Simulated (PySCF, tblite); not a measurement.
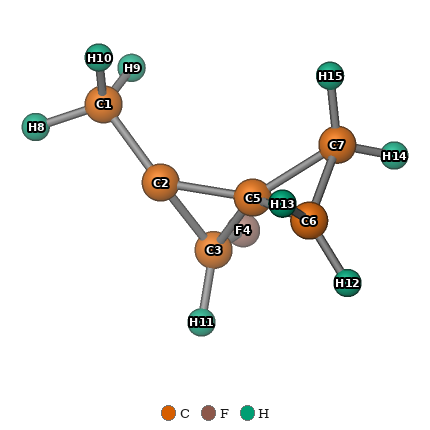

First-order isotropic EPR spectrum (fast tumbling, first derivative) of C₆H₈F, SMILES C[C]1[C@@H](F)C12CC2, doublet at 9.50 GHz, Lorentzian lines of 0.11 mT full width at half height, from computed g and hyperfine couplings (B3LYP/pcH-1 with PySCF 2.14.0, at a GFN2-xTB geometry (a minimum by its frequencies), gas phase); values of one conformer, averaged over methyl-type rotors alone; no vibrational averaging; dilute isotopes left out. The SMILES is one Lewis form and needn't show where the spin sits.

> Give g and the hyperfine couplings.

g_iso = 2.0028, which centres the spectrum at 338.9 mT; it spans 11.2 mT.

| nuclei | isotope | a (mT) | a (MHz) |
| --- | --- | --- | --- |
| H8, H9, H10 | ¹H | 2.19 | 61.4 |
| F4 | ¹⁹F | 1.90 | 53.3 |
| H11 | ¹H | 1.59 | 44.5 |
| H14 | ¹H | 0.55 | 15.4 |
| H15 | ¹H | −0.21 | −6.0 |
| H12 | ¹H | −0.19 | −5.3 |
| H13 | ¹H | 0.16 | 4.6 |

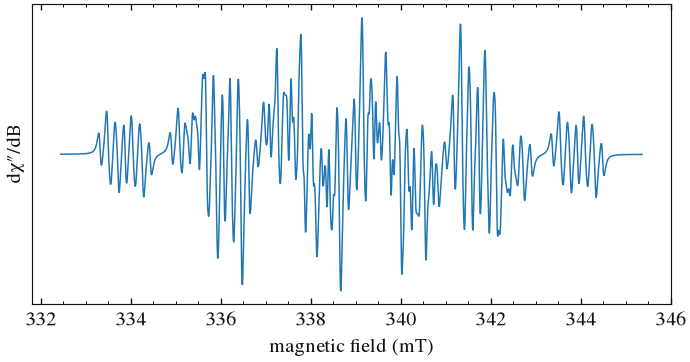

Note: the tight-binding geometry is rougher than a DFT one and adds to the error.
